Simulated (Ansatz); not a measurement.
# triplet BGeH3Cl2 at 6 levels

Wanted: a comparison of 6 runs (U-r2SCAN/cc-pVDZ, U-wB97X/cc-pVDZ, UB3LYP/6-31G*, RPA@PBE/cc-pVDZ, RPA@PBE0/cc-pVDZ, UCCSD/cc-pVDZ) of triplet BGeH3Cl2. 

Program for the calculation: Ansatz 0.2.0.

72 further runs of the same task are left out: 72 set aside as unsound or not needed.

### Step 1. Starting point

BGeH3Cl2 has 7 atoms, charge 0, and is taken as a triplet. SMILES of the parent species: `Cl[B](Cl)[GeH3]`. The shape is that of a PBE0-D4/def2-TZVP optimisation. That shape belongs to the parent species and isn't relaxed for this state.

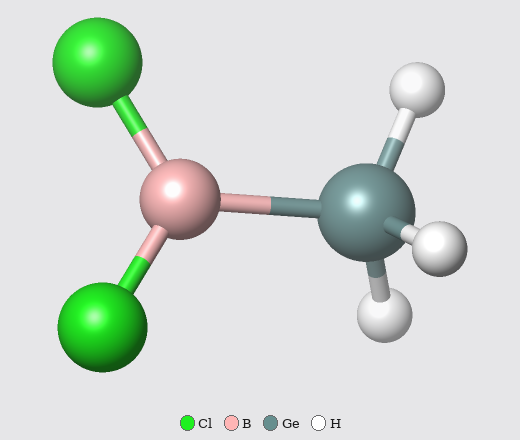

The structure, seen from a chosen angle (chlorine green, boron pink, germanium teal, hydrogen white).

### Step 2. The energy at U-r2SCAN/cc-pVDZ (run 1)

Contents of in.yaml:

```yaml
crystal:
  periodic: [false, false, false]
  atoms:
    - symbol: Cl
      position_ang: [1.749500, -1.428200, 1.208700]
    - symbol: B
      position_ang: [0.206400, -1.021900, 0.511500]
    - symbol: Cl
      position_ang: [-1.082400, -2.191800, 0.604700]
    - symbol: Ge
      position_ang: [-0.123100, 0.798500, -0.412200]
    - symbol: H
      position_ang: [-0.556200, 0.560600, -1.868300]
    - symbol: H
      position_ang: [-1.266100, 1.534300, 0.306700]
    - symbol: H
      position_ang: [1.133300, 1.680500, -0.396700]
basis:
  gaussian: {orbitals: cc-pVDZ}
magnetization: {spin_polarized: true, initial_magnetization: 2}
output: {orbitals: {seedname: orbitals}}
hamiltonian: {xc: r2scan}
accuracy: high
```

Run with:

```bash
$ ansatz run in.yaml --threads 1 --pin off --max-ram 3480MiB --events-out events.jsonl --progress --plain --runs-dir runs
```

What it wrote:

```text
Warning: RAYON_NUM_THREADS=1 ignored (pool sized by the plan → 1); use --threads N
Functional definition: r2SCAN
  name "r2SCAN"
  parameter k0 = 0.174
  parameter k1 = 0.065
  parameter a1 = 4.9479
  exchange = r2scan_x(k0 = k0, k1 = k1, a1 = a1)
  correlation = r2scan_c
2113 factors; integrals over basis functions are off by at most 4.4e-9 eV
mean field evaluation 1: about -82281.8216 eV, gradient 1.6e1 eV
mean field evaluation 2: about -82279.3704 eV, gradient 2.6e1 eV
mean field evaluation 4: about -82283.6924 eV, gradient 1.0e0 eV
mean field evaluation 8: about -82283.6940 eV, gradient 5.9e-2 eV
mean field evaluation 16: about -82283.6940 eV, gradient 9.7e-5 eV
mean field evaluation 32: about -82283.2353 eV, gradient 7.5e0 eV
mean field -82283.69404229 eV, -3023.8699821630 hartree, gradient 3.9e-8 eV, S^2 2.007495; 2 other end points of the search recorded, 0 dependent functions left out
reference -82283.69404429 eV, -3023.8699822367 hartree; 38, 36 occupied and 54, 56 virtual orbitals, 2113 factors
Total energy: -82283.69404429 eV, -3023.8699822367 hartree
```

It took 55 s on 1 thread of Arm Neoverse V1, shared host; peak memory 0.47 GiB.

### Step 3. A single-point energy at U-wB97X/cc-pVDZ (run 2)

Contents of molecule.yaml:

```yaml
crystal:
  periodic: [false, false, false]
  atoms:
    - symbol: Cl
      position_ang: [1.749500, -1.428200, 1.208700]
    - symbol: B
      position_ang: [0.206400, -1.021900, 0.511500]
    - symbol: Cl
      position_ang: [-1.082400, -2.191800, 0.604700]
    - symbol: Ge
      position_ang: [-0.123100, 0.798500, -0.412200]
    - symbol: H
      position_ang: [-0.556200, 0.560600, -1.868300]
    - symbol: H
      position_ang: [-1.266100, 1.534300, 0.306700]
    - symbol: H
      position_ang: [1.133300, 1.680500, -0.396700]
basis:
  gaussian:
    orbitals: cc-pVDZ
magnetization:
  spin_polarized: true
  initial_magnetization: 2
hamiltonian:
  xc: {name: wB97X}
accuracy: high
output: {orbitals: {seedname: orbitals}}
```

Run with:

```bash
$ ansatz run molecule.yaml --threads 1 --pin off --max-ram 3480MiB --events-out events.jsonl --progress --plain --runs-dir runs
```

What it wrote (excerpt; [...] marks lines left out):

```text
Warning: RAYON_NUM_THREADS=1 ignored (pool sized by the plan → 1); use --threads N
Functional definition: wB97X
  name "wB97X"
[...]
      + exact_x_lr(omega)
[...]
      + integral(e_c_pw_opposite_spin*poly(b97_u_opposite, 1, cos1, cos2, cos3, cos4))
2113 factors; integrals over basis functions are off by at most 4.4e-9 eV
398 factors; integrals over basis functions are off by at most 1.8e-9 eV
[...]
mean field -82286.62176111 eV, -3023.9775738453 hartree, gradient 6.5e-8 eV, S^2 2.007255; 0 other end points of the search recorded, 0 dependent functions left out
reference -82286.62175845 eV, -3023.9775737474 hartree; 38, 36 occupied and 54, 56 virtual orbitals, 2113 factors
Total energy: -82286.62175845 eV, -3023.9775737474 hartree
```

It took 93 s on 1 thread of Arm Neoverse V1, shared host; peak memory 1.1 GiB.

Runs 3 to 5 aren't shown in full; the table further down has their settings and results.

### Step 4. The energy at UCCSD/cc-pVDZ (run 6)

Contents of input.yaml:

```yaml
crystal:
  periodic: [false, false, false]
  atoms:
    - {symbol: Cl, position_ang: [1.749500, -1.428200, 1.208700]}
    - {symbol: B, position_ang: [0.206400, -1.021900, 0.511500]}
    - {symbol: Cl, position_ang: [-1.082400, -2.191800, 0.604700]}
    - {symbol: Ge, position_ang: [-0.123100, 0.798500, -0.412200]}
    - {symbol: H, position_ang: [-0.556200, 0.560600, -1.868300]}
    - {symbol: H, position_ang: [-1.266100, 1.534300, 0.306700]}
    - {symbol: H, position_ang: [1.133300, 1.680500, -0.396700]}
basis:
  gaussian: {orbitals: cc-pVDZ}
magnetization: {spin_polarized: true, initial_magnetization: 2}
correlation: {method: ccsd, frozen_orbitals: {B: 1, Cl: 5, Ge: 9, H: 0}}
accuracy: high
scf: {omitted_lower_state_checks: [cluster_reference, increment]}
```

Run with:

```bash
$ ansatz run input.yaml --threads 1 --pin off --max-ram 3480MiB --events-out events.jsonl --progress --plain --runs-dir runs
```

What it wrote (excerpt; [...] marks lines left out):

```text
Warning: RAYON_NUM_THREADS=1 ignored (pool sized by the plan → 1); use --threads N
Functional definition: HF
  name "HF"
[...]
2113 factors; integrals over basis functions are off by at most 4.4e-9 eV
[...]
mean field -82197.12219227 eV, -3020.6885253555 hartree, gradient 2.3e-8 eV, S^2 2.015116; 0 other end points of the search recorded, 0 dependent functions left out
20 core orbitals not correlated: weight in the atoms' cores, before any rotation towards them, 1.000 or more for the frozen orbitals, at most 0.000 for the correlated occupied ones
reference -82197.12219227 eV, -3020.6885253555 hartree; 18, 16 occupied and 54, 56 virtual orbitals, 2113 factors
second order -12.52858916 eV of doubles, -0.00000000 eV of singles
cycle   1  -13.44340708 eV  change   -9.1e-1 eV  update   1.0e-1
[...]
cycle  28  -13.96419194 eV  change   -1.6e-9 eV  update   2.7e-9
Total energy: -82211.08638421 eV, -3021.2016999440 hartree
Checks for a lower state left out: cluster_reference, increment
```

It took 85 s on 1 thread of Arm Neoverse V1, shared host; peak memory 0.9 GiB.

### Step 5. All runs side by side

| run | level | Cartesian functions | frozen core orbitals | energy (Eh) | ⟨S²⟩ | wall time |
| --- | --- | --- | --- | --- | --- | --- |
| 1 | U-r2SCAN/cc-pVDZ | no | – | -3023.869982 | 2.007 | 55 s |
| 2 | U-wB97X/cc-pVDZ | no | – | -3023.977574 | 2.007 | 93 s |
| 3 | UB3LYP/6-31G* (Cartesian functions) | yes | – | -3023.731718 | 2.004 | 23 s |
| 4 | RPA@PBE/cc-pVDZ | no | 20 | -3021.448460 | 2.004 | 30 s |
| 5 | RPA@PBE0/cc-pVDZ | no | 20 | -3021.381707 | 2.005 | 34 s |
| 6 | UCCSD/cc-pVDZ | no | 20 | -3021.201700 | 2.015 | 85 s |

### Step 6. Results

| quantity | value |
| --- | --- |
| run 6: total energy | -3021.20170 Eh |
| run 6: correlation energy (20 core orbitals frozen) | -513.2 mEh |
| run 6: ⟨S²⟩ of the reference determinant | 2.015 |
| run 6: T1 diagnostic | 0.020 |

Totals of different functionals can't be ranked against each other. All runs together took 5.3 min, the longest 93 s.
